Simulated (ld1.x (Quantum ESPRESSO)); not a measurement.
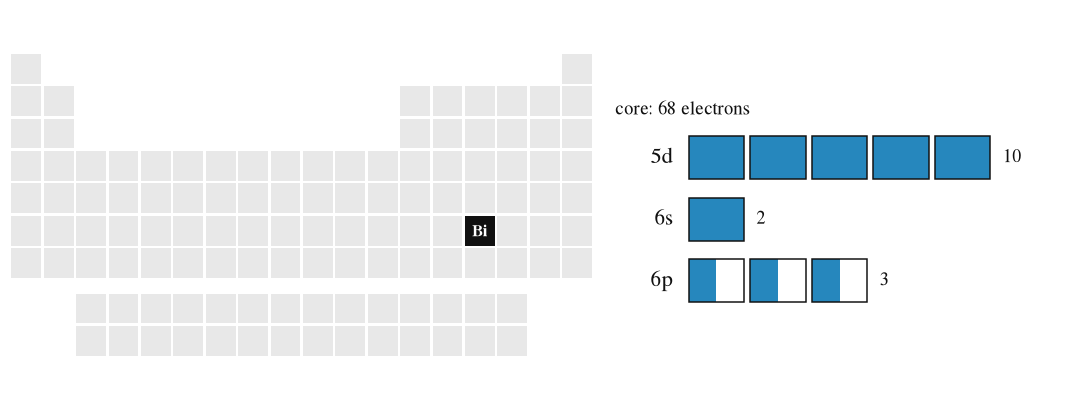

Left, the place of bismuth in the periodic table; right, the valence shells of the reference configuration: a box for each of the 2l + 1 orbitals, shaded by the share of the shell that is filled, with the electron count at the right.

## Bi: pseudopotential generation (part 1 of 2)

System: bismuth (Bi, Z = 83), core [Xe] 4f14, reference valence 5d10 6s2 6p3, valence charge 15.
Method: TM potential, LDA (PZ), fully relativistic, made with ld1.x (Quantum ESPRESSO) 7.5.

### Input file
```
 &input
   title='Bi', zed=83., rel=2, dft='PZ', iswitch=3,
   config='[Xe] 4f14 5d10 5f-2 6s2 6p3', rel_dist='average',
   nld=7, rlderiv=1.75, eminld=-4.0, emaxld=5.0, deld=0.02
 /
 &inputp
   pseudotype=2, tm=.true., lloc=0,
   nlcc=.true., new_core_ps=.true., rcore=1.15,
   file_pseudopw='Bi.UPF', file_wfcaegen='ae.wfc', file_wfcncgen='nc.wfc', file_beta='beta', file_chi='chi'
 /
4
6P  2  1   3.00   0.00  1.46  1.46  0.0
5D  3  2  10.00   0.00  1.20  1.20  0.0
5F  4  3  -2.00  -0.15  1.24  1.24  0.0
6S  1  0   2.00   0.00  1.58  1.58  0.0
 &test
   configts(1)='5d10 6s2 6p3'
 /
```

### Input of the test run
```
 &input
   title='Bi', zed=83., rel=2, dft='PZ', iswitch=2,
   config='[Xe] 4f14 5d10 5f-2 6s2 6p3', rel_dist='average'
 /
 &test
   file_pseudo='Bi.UPF', nconf=8,
   configts(1)='5d10 6s2 6p3',
   configts(2)='5d10 6s2 6p2',
   configts(3)='5d10 6s2 6p1',
   configts(4)='5d10 6s2 6p0',
   configts(5)='5d10 6s1 6p4',
   configts(6)='5d9 6s2 6p4',
   configts(7)='5d10 6s1 6p3',
   configts(8)='5d10 6s2 6p2.5'
 /
```

Hardware: 1 CPU thread, shared host.

Command:
```bash
ld1.x < Bi.in > Bi.out
```

### Output
```
     Program LD1 v.7.5
     --------------------------- All-electron run ----------------------------

     Bi
     dirac relativistic calculation

     atomic number is 83.00
     dft =PZ   lsd =0 sic =0 latt =0  beta=0.20 tr2=1.0E-14
     Exchange-correlation= PZ
                           (   1   1   0   0   0   0   0)
     mesh =1283 r(mesh) = 100.09897 a.u. xmin = -7.00 dx = 0.01250
     1 Ry =  13.60569312 eV, c = 137.03599908

     n l j   nl                  e(Ry)          e(Ha)          e(eV)
     Spin orbit split results
     1 0 0.5 1S 1( 2.00)     -6648.0979     -3324.0490    -90451.9799
     2 0 0.5 2S 1( 2.00)     -1193.4951      -596.7476    -16238.3283
     2 1 0.5 2P 1( 2.00)     -1146.8843      -573.4421    -15604.1555
     2 1 1.5 2P 1( 4.00)      -976.5325      -488.2662    -13286.4009
     3 0 0.5 3S 1( 2.00)      -288.0205      -144.0103     -3918.7191
     3 1 0.5 3P 1( 2.00)      -266.9412      -133.4706     -3631.9195
     3 1 1.5 3P 1( 4.00)      -228.8058      -114.4029     -3113.0619
     4 0 0.5 4S 1( 2.00)       -66.0391       -33.0195      -898.5076
     4 1 0.5 4P 1( 2.00)       -56.8804       -28.4402      -773.8969
     4 1 1.5 4P 1( 4.00)       -47.4632       -23.7316      -645.7695
     3 2 1.5 3D 1( 4.00)      -194.2003       -97.1002     -2642.2298
     3 2 2.5 3D 1( 6.00)      -186.1111       -93.0555     -2532.1704
     5 0 0.5 5S 1( 2.00)       -11.5717        -5.7858      -157.4404
     5 1 0.5 5P 1( 2.00)        -8.3852        -4.1926      -114.0867
     5 1 1.5 5P 1( 4.00)        -6.5548        -3.2774       -89.1831
     4 2 1.5 4D 1( 4.00)       -32.5522       -16.2761      -442.8954
     4 2 2.5 4D 1( 6.00)       -30.7948       -15.3974      -418.9846
     4 3 2.5 4F 1( 6.00)       -11.4210        -5.7105      -155.3907
     4 3 3.5 4F 1( 8.00)       -11.0172        -5.5086      -149.8960
     5 2 1.5 5D 1( 4.00)        -2.1209        -1.0604       -28.8560
     5 2 2.5 5D 1( 6.00)        -1.8991        -0.9496       -25.8388
     6 0 0.5 6S 1( 2.00)        -1.0786        -0.5393       -14.6757
     6 1 0.5 6P 1( 1.00)        -0.4578        -0.2289        -6.2283
     6 1 1.5 6P 1( 2.00)        -0.3132        -0.1566        -4.2608
     Averaged results
     1 0     1S 1( 2.00)     -6648.0979     -3324.0490    -90451.9799
     2 0     2S 1( 2.00)     -1193.4951      -596.7476    -16238.3283
     2 1     2P 1( 6.00)     -1033.3164      -516.6582    -14058.9858
     3 0     3S 1( 2.00)      -288.0205      -144.0103     -3918.7191
     3 1     3P 1( 6.00)      -241.5176      -120.7588     -3286.0145
     4 0     4S 1( 2.00)       -66.0391       -33.0195      -898.5076
     4 1     4P 1( 6.00)       -50.6022       -25.3011      -688.4786
     3 2     3D 1(10.00)      -189.3468       -94.6734     -2576.1941
     5 0     5S 1( 2.00)       -11.5717        -5.7858      -157.4404
     5 1     5P 1( 6.00)        -7.1650        -3.5825       -97.4843
     4 2     4D 1(10.00)       -31.4978       -15.7489      -428.5489
     4 3     4F 1(14.00)       -11.1902        -5.5951      -152.2509
     5 2     5D 1(10.00)        -1.9878        -0.9939       -27.0457
     5 3     5F 1( 0.00)        -0.6164        -0.3082        -8.3861
     6 0     6S 1( 2.00)        -1.0786        -0.5393       -14.6757
     6 1     6P 1( 3.00)        -0.3614        -0.1807        -4.9166

     final scf error:  8.3E-15 reached in  29 iterations

     Etot =  -43139.876446 Ry,  -21569.938223 Ha, -586947.920282 eV

     Ekin =   50453.525438 Ry,   25226.762719 Ha,  686455.184083 eV
     Encl = -109414.714322 Ry,  -54707.357161 Ha,-1488663.026208 eV
     Eh   =   16595.305260 Ry,    8297.652630 Ha,  225790.630651 eV
     Exc  =    -773.992821 Ry,    -386.996411 Ha,  -10530.708808 eV

     normalization and overlap integrals

     s(1S/1S) =  1.000000  <r> =   0.0158  <r2> =    0.0003  r(max) =   0.0096
     s(2S/2S) =  1.000000  <r> =   0.0658  <r2> =    0.0052  r(max) =   0.0561
     s(2P/2P) =  1.000000  <r> =   0.0539  <r2> =    0.0036  r(max) =   0.0415
     s(2P/2P) =  1.000000  <r> =   0.0629  <r2> =    0.0048  r(max) =   0.0489
     s(3S/3S) =  1.000000  <r> =   0.1711  <r2> =    0.0336  r(max) =   0.1582
     s(3P/3P) =  1.000000  <r> =   0.1616  <r2> =    0.0305  r(max) =   0.1486
     s(3P/3P) =  1.000000  <r> =   0.1781  <r2> =    0.0368  r(max) =   0.1643
     s(4S/4S) =  1.000000  <r> =   0.3771  <r2> =    0.1607  r(max) =   0.3565
     s(4P/4P) =  1.000000  <r> =   0.3779  <r2> =    0.1627  r(max) =   0.3521
     s(4P/4P) =  1.000000  <r> =   0.4128  <r2> =    0.1937  r(max) =   0.3843
     s(3D/3D) =  1.000000  <r> =   0.1545  <r2> =    0.0280  r(max) =   0.1279
     s(3D/3D) =  1.000000  <r> =   0.1595  <r2> =    0.0297  r(max) =   0.1312
     s(5S/5S) =  1.000000  <r> =   0.8308  <r2> =    0.7736  r(max) =   0.7739
     s(5P/5P) =  1.000000  <r> =   0.8843  <r2> =    0.8816  r(max) =   0.8034
     s(5P/5P) =  1.000000  <r> =   0.9749  <r2> =    1.0722  r(max) =   0.8879
     s(4D/4D) =  1.000000  <r> =   0.4163  <r2> =    0.2002  r(max) =   0.3748
     s(4D/4D) =  1.000000  <r> =   0.4274  <r2> =    0.2108  r(max) =   0.3843
     s(4F/4F) =  1.000000  <r> =   0.4381  <r2> =    0.2292  r(max) =   0.3391
     s(4F/4F) =  1.000000  <r> =   0.4443  <r2> =    0.2356  r(max) =   0.3434
     s(5D/5D) =  1.000000  <r> =   1.2117  <r2> =    1.7004  r(max) =   1.0188
     s(5D/5D) =  1.000000  <r> =   1.2564  <r2> =    1.8314  r(max) =   1.0446
     s(6S/6S) =  1.000000  <r> =   2.1706  <r2> =    5.3381  r(max) =   1.8798
     s(6P/6P) =  1.000000  <r> =   2.7364  <r2> =    8.6570  r(max) =   2.2115
     s(6P/6P) =  1.000000  <r> =   3.1834  <r2> =   11.7651  r(max) =   2.5374

     ------------------------ End of All-electron run ------------------------

     --------------------- Generating NC pseudopotential ---------------------

      Generating local pot.: lloc=0, matching radius rcloc =   1.5800

      Computing core charge for nlcc:

       r > 1.15 : true rho core
      Core charge pseudized with two Bessel functions
      Integrated core pseudo-charge :  16.30

     Fully relativistic calculation: |psi|^2

     Wfc 6P LC norm =  0.99992900 SC norm =  0.00006958 missing  0.00000142

     Wfc 6P LC norm =  0.99994878 SC norm =  0.00004356 missing  0.00000766

     Wfc 5D LC norm =  0.99963558 SC norm =  0.00036418 missing  0.00000024

     Wfc 5D LC norm =  0.99965939 SC norm =  0.00033111 missing  0.00000950

      Wfc   6P  rcut= 1.464  Using Troullier-Martins method

      Wfc   6P  rcut= 1.464  Using Troullier-Martins method

      Wfc   5D  rcut= 1.199  Using Troullier-Martins method

      Wfc   5D  rcut= 1.199  Using Troullier-Martins method

      Wfc   5F  rcut= 1.229  Using Troullier-Martins method

      Wfc   5F  rcut= 1.229  Using Troullier-Martins method

     ------------------- End of pseudopotential generation -------------------

     --------------------------- All-electron run ----------------------------

     Bi
     dirac relativistic calculation

     atomic number is 83.00
     dft =PZ   lsd =0 sic =0 latt =0  beta=0.20 tr2=1.0E-14
     Exchange-correlation= PZ
                           (   1   1   0   0   0   0   0)
     mesh =1283 r(mesh) = 100.09897 a.u. xmin = -7.00 dx = 0.01250
     1 Ry =  13.60569312 eV, c = 137.03599908

     n l j   nl                  e(Ry)          e(Ha)          e(eV)
     Spin orbit split results
     1 0 0.5 1S 1( 2.00)     -6648.0979     -3324.0490    -90451.9799
     2 0 0.5 2S 1( 2.00)     -1193.4951      -596.7476    -16238.3283
     2 1 0.5 2P 1( 2.00)     -1146.8843      -573.4421    -15604.1555
     2 1 1.5 2P 1( 4.00)      -976.5325      -488.2662    -13286.4009
     3 0 0.5 3S 1( 2.00)      -288.0205      -144.0103     -3918.7191
     3 1 0.5 3P 1( 2.00)      -266.9412      -133.4706     -3631.9195
     3 1 1.5 3P 1( 4.00)      -228.8058      -114.4029     -3113.0619
     4 0 0.5 4S 1( 2.00)       -66.0391       -33.0195      -898.5076
     4 1 0.5 4P 1( 2.00)       -56.8804       -28.4402      -773.8969
     4 1 1.5 4P 1( 4.00)       -47.4632       -23.7316      -645.7695
     3 2 1.5 3D 1( 4.00)      -194.2003       -97.1002     -2642.2298
     3 2 2.5 3D 1( 6.00)      -186.1111       -93.0555     -2532.1704
     5 0 0.5 5S 1( 2.00)       -11.5717        -5.7858      -157.4404
     5 1 0.5 5P 1( 2.00)        -8.3852        -4.1926      -114.0867
     5 1 1.5 5P 1( 4.00)        -6.5548        -3.2774       -89.1831
     4 2 1.5 4D 1( 4.00)       -32.5522       -16.2761      -442.8954
     4 2 2.5 4D 1( 6.00)       -30.7948       -15.3974      -418.9846
     4 3 2.5 4F 1( 6.00)       -11.4210        -5.7105      -155.3907
     4 3 3.5 4F 1( 8.00)       -11.0172        -5.5086      -149.8960
     5 2 1.5 5D 1( 4.00)        -2.1209        -1.0604       -28.8560
     5 2 2.5 5D 1( 6.00)        -1.8991        -0.9496       -25.8388
     6 0 0.5 6S 1( 2.00)        -1.0786        -0.5393       -14.6757
     6 1 0.5 6P 1( 1.00)        -0.4578        -0.2289        -6.2283
     6 1 1.5 6P 1( 2.00)        -0.3132        -0.1566        -4.2608
     Averaged results
     1 0     1S 1( 2.00)     -6648.0979     -3324.0490    -90451.9799
     2 0     2S 1( 2.00)     -1193.4951      -596.7476    -16238.3283
     2 1     2P 1( 6.00)     -1033.3164      -516.6582    -14058.9858
     3 0     3S 1( 2.00)      -288.0205      -144.0103     -3918.7191
     3 1     3P 1( 6.00)      -241.5176      -120.7588     -3286.0145
     4 0     4S 1( 2.00)       -66.0391       -33.0195      -898.5076
     4 1     4P 1( 6.00)       -50.6022       -25.3011      -688.4786
     3 2     3D 1(10.00)      -189.3468       -94.6734     -2576.1941
     5 0     5S 1( 2.00)       -11.5717        -5.7858      -157.4404
     5 1     5P 1( 6.00)        -7.1650        -3.5825       -97.4843
     4 2     4D 1(10.00)       -31.4978       -15.7489      -428.5489
     4 3     4F 1(14.00)       -11.1902        -5.5951      -152.2509
     5 2     5D 1(10.00)        -1.9878        -0.9939       -27.0457
     5 3     5F 1( 0.00)        -0.6164        -0.3082        -8.3861
     6 0     6S 1( 2.00)        -1.0786        -0.5393       -14.6757
     6 1     6P 1( 3.00)        -0.3614        -0.1807        -4.9166

     final scf error:  8.3E-15 reached in  29 iterations

     Etot =  -43139.876446 Ry,  -21569.938223 Ha, -586947.920282 eV

     Ekin =   50453.525438 Ry,   25226.762719 Ha,  686455.184083 eV
     Encl = -109414.714322 Ry,  -54707.357161 Ha,-1488663.026208 eV
     Eh   =   16595.305260 Ry,    8297.652630 Ha,  225790.630651 eV
     Exc  =    -773.992821 Ry,    -386.996411 Ha,  -10530.708808 eV

     normalization and overlap integrals

     s(1S/1S) =  1.000000  <r> =   0.0158  <r2> =    0.0003  r(max) =   0.0096
     s(2S/2S) =  1.000000  <r> =   0.0658  <r2> =    0.0052  r(max) =   0.0561
     s(2P/2P) =  1.000000  <r> =   0.0539  <r2> =    0.0036  r(max) =   0.0415
     s(2P/2P) =  1.000000  <r> =   0.0629  <r2> =    0.0048  r(max) =   0.0489
     s(3S/3S) =  1.000000  <r> =   0.1711  <r2> =    0.0336  r(max) =   0.1582
     s(3P/3P) =  1.000000  <r> =   0.1616  <r2> =    0.0305  r(max) =   0.1486
     s(3P/3P) =  1.000000  <r> =   0.1781  <r2> =    0.0368  r(max) =   0.1643
     s(4S/4S) =  1.000000  <r> =   0.3771  <r2> =    0.1607  r(max) =   0.3565
     s(4P/4P) =  1.000000  <r> =   0.3779  <r2> =    0.1627  r(max) =   0.3521
     s(4P/4P) =  1.000000  <r> =   0.4128  <r2> =    0.1937  r(max) =   0.3843
     s(3D/3D) =  1.000000  <r> =   0.1545  <r2> =    0.0280  r(max) =   0.1279
     s(3D/3D) =  1.000000  <r> =   0.1595  <r2> =    0.0297  r(max) =   0.1312
     s(5S/5S) =  1.000000  <r> =   0.8308  <r2> =    0.7736  r(max) =   0.7739
     s(5P/5P) =  1.000000  <r> =   0.8843  <r2> =    0.8816  r(max) =   0.8034
     s(5P/5P) =  1.000000  <r> =   0.9749  <r2> =    1.0722  r(max) =   0.8879
     s(4D/4D) =  1.000000  <r> =   0.4163  <r2> =    0.2002  r(max) =   0.3748
     s(4D/4D) =  1.000000  <r> =   0.4274  <r2> =    0.2108  r(max) =   0.3843
     s(4F/4F) =  1.000000  <r> =   0.4381  <r2> =    0.2292  r(max) =   0.3391
     s(4F/4F) =  1.000000  <r> =   0.4443  <r2> =    0.2356  r(max) =   0.3434
     s(5D/5D) =  1.000000  <r> =   1.2117  <r2> =    1.7004  r(max) =   1.0188
     s(5D/5D) =  1.000000  <r> =   1.2564  <r2> =    1.8314  r(max) =   1.0446
     s(6S/6S) =  1.000000  <r> =   2.1706  <r2> =    5.3381  r(max) =   1.8798
     s(6P/6P) =  1.000000  <r> =   2.7364  <r2> =    8.6570  r(max) =   2.2115
     s(6P/6P) =  1.000000  <r> =   3.1834  <r2> =   11.7651  r(max) =   2.5374

     ------------------------ End of All-electron run ------------------------

     Computing logarithmic derivative in   1.75493
     Computing logarithmic derivative in   1.75493
     Computing the partial wave expansion
       no projector for channel:   0
     R is outside the sphere for l=    1 j= 0.50
     R is outside the sphere for l=    1 j= 1.50
     R is outside the sphere for l=    2 j= 1.50
     R is outside the sphere for l=    2 j= 2.50
     R is outside the sphere for l=    3 j= 2.50
     R is outside the sphere for l=    3 j= 3.50

     ---------------------- Testing the pseudopotential ----------------------

     Bi
     dirac relativistic calculation

     atomic number is 83.00   valence charge is 15.00
     dft =PZ   lsd =0 sic =0 latt =0  beta=0.20 tr2=1.0E-14
     mesh =1283 r(mesh) = 100.09897 xmin = -7.00 dx = 0.01250

     n l  j  nl             e AE (Ry)       e PS (Ry)    De AE-PS (Ry)
     3 2 1.5 5D   1( 4.00)       -2.12088       -2.12079       -0.00009
     3 2 2.5 5D   1( 6.00)       -1.89911       -1.89920        0.00008
     1 0 0.5 6S   1( 2.00)       -1.07864       -1.07864       -0.00000
     2 1 0.5 6P   1( 1.00)       -0.45777       -0.45773       -0.00004
     2 1 1.5 6P   1( 2.00)       -0.31316       -0.31315       -0.00001

     eps = 7.6E-15  iter = 23

     Etot =  -43139.876446 Ry,  -21569.938223 Ha, -586947.920282 eV
     Etotps =  -180.585895 Ry,     -90.292948 Ha,   -2456.996274 eV

     Ekin =      83.180079 Ry,      41.590040 Ha,    1131.722630 eV
     Encl =    -226.312107 Ry,    -113.156054 Ha,   -3079.133080 eV
     Ehrt =     123.276797 Ry,      61.638398 Ha,    1677.266263 eV
     Ecxc =     -59.930064 Ry,     -29.965032 Ha,    -815.390065 eV
     (Ecc =     -37.038192 Ry,     -18.519096 Ha,    -503.930275 eV)
     Epseu=    -100.800599 Ry,     -50.400300 Ha,   -1371.462022 eV

     ---------------------- End of pseudopotential test ----------------------
```

### Output of the test run (extracts)
```
     ---------------------- Testing the pseudopotential ----------------------

     Bi
     dirac relativistic calculation

     atomic number is 83.00   valence charge is 15.00
     dft =PZ   lsd =0 sic =0 latt =0  beta=0.20 tr2=1.0E-14
     mesh =1283 r(mesh) = 100.09897 xmin = -7.00 dx = 0.01250

     n l  j  nl             e AE (Ry)       e PS (Ry)    De AE-PS (Ry)
     3 2 1.5 5D   1( 4.00)       -2.12088       -2.12079       -0.00009
     3 2 2.5 5D   1( 6.00)       -1.89911       -1.89920        0.00008
     1 0 0.5 6S   1( 2.00)       -1.07864       -1.07864       -0.00000
     2 1 0.5 6P   1( 1.00)       -0.45777       -0.45773       -0.00004
     2 1 1.5 6P   1( 2.00)       -0.31316       -0.31315       -0.00001

     eps = 8.0E-15  iter = 23

     Etot =  -43139.876446 Ry,  -21569.938223 Ha, -586947.920282 eV
     Etotps =  -180.585895 Ry,     -90.292948 Ha,   -2456.996274 eV

     Ekin =      83.180079 Ry,      41.590040 Ha,    1131.722630 eV
     Encl =    -226.312107 Ry,    -113.156054 Ha,   -3079.133080 eV
     Ehrt =     123.276797 Ry,      61.638398 Ha,    1677.266264 eV
     Ecxc =     -59.930064 Ry,     -29.965032 Ha,    -815.390065 eV
     (Ecc =     -37.038192 Ry,     -18.519096 Ha,    -503.930275 eV)
     Epseu=    -100.800599 Ry,     -50.400300 Ha,   -1371.462022 eV

     ---------------------- End of pseudopotential test ----------------------

     ---------------------- Testing the pseudopotential ----------------------

     Bi
     dirac relativistic calculation

     atomic number is 83.00   valence charge is 15.00
     dft =PZ   lsd =0 sic =0 latt =0  beta=0.20 tr2=1.0E-14
     mesh =1283 r(mesh) = 100.09897 xmin = -7.00 dx = 0.01250

     n l  j  nl             e AE (Ry)       e PS (Ry)    De AE-PS (Ry)
     3 2 1.5 5D   1( 4.00)       -2.72287       -2.72282       -0.00005
     3 2 2.5 5D   1( 6.00)       -2.50032       -2.50025       -0.00007
     1 0 0.5 6S   1( 2.00)       -1.64499       -1.64441       -0.00057
     2 1 0.5 6P   1( 0.67)       -0.98836       -0.98849        0.00013
     2 1 1.5 6P   1( 1.33)       -0.81516       -0.81598        0.00082

     eps = 8.1E-15  iter = 13

     Etot =  -43139.266007 Ry,  -21569.633003 Ha, -586939.614839 eV
     Etotps =  -179.975268 Ry,     -89.987634 Ha,   -2448.688266 eV
     dEtot_ae =       0.610439 Ry
     dEtot_ps =       0.610627 Ry,   Delta E=      -0.000188 Ry

     Ekin =      82.287459 Ry,      41.143730 Ha,    1119.577920 eV
     Encl =    -217.065205 Ry,    -108.532603 Ha,   -2953.322569 eV
     Ehrt =     114.719632 Ry,      57.359816 Ha,    1560.840103 eV
     Ecxc =     -59.445166 Ry,     -29.722583 Ha,    -808.792689 eV
     (Ecc =     -37.038192 Ry,     -18.519096 Ha,    -503.930275 eV)
     Epseu=    -100.471988 Ry,     -50.235994 Ha,   -1366.991033 eV

     ---------------------- End of pseudopotential test ----------------------

     ---------------------- Testing the pseudopotential ----------------------

     Bi
     dirac relativistic calculation

     atomic number is 83.00   valence charge is 15.00
     dft =PZ   lsd =0 sic =0 latt =0  beta=0.20 tr2=1.0E-14
     mesh =1283 r(mesh) = 100.09897 xmin = -7.00 dx = 0.01250

     n l  j  nl             e AE (Ry)       e PS (Ry)    De AE-PS (Ry)
     3 2 1.5 5D   1( 4.00)       -3.41576       -3.41650        0.00075
     3 2 2.5 5D   1( 6.00)       -3.19181       -3.19221        0.00040
     1 0 0.5 6S   1( 2.00)       -2.28355       -2.28274       -0.00081
     2 1 0.5 6P   1( 0.33)       -1.58651       -1.58757        0.00106
     2 1 1.5 6P   1( 0.67)       -1.38281       -1.38609        0.00328

     eps = 6.8E-15  iter = 18

     Etot =  -43138.108752 Ry,  -21569.054376 Ha, -586923.869580 eV
     Etotps =  -178.816568 Ry,     -89.408284 Ha,   -2432.923345 eV
     dEtot_ae =       1.767694 Ry
     dEtot_ps =       1.769328 Ry,   Delta E=      -0.001634 Ry

     Ekin =      80.799301 Ry,      40.399650 Ha,    1099.330492 eV
     Encl =    -206.312960 Ry,    -103.156480 Ha,   -2807.030815 eV
     Ehrt =     105.495428 Ry,      52.747714 Ha,    1435.338423 eV
     Ecxc =     -58.872905 Ry,     -29.436453 Ha,    -801.006679 eV
     (Ecc =     -37.038192 Ry,     -18.519096 Ha,    -503.930275 eV)
     Epseu=     -99.925432 Ry,     -49.962716 Ha,   -1359.554765 eV

     ---------------------- End of pseudopotential test ----------------------
```

(Continued in part 2.) Outcome of the run: generated, with a ghost state.
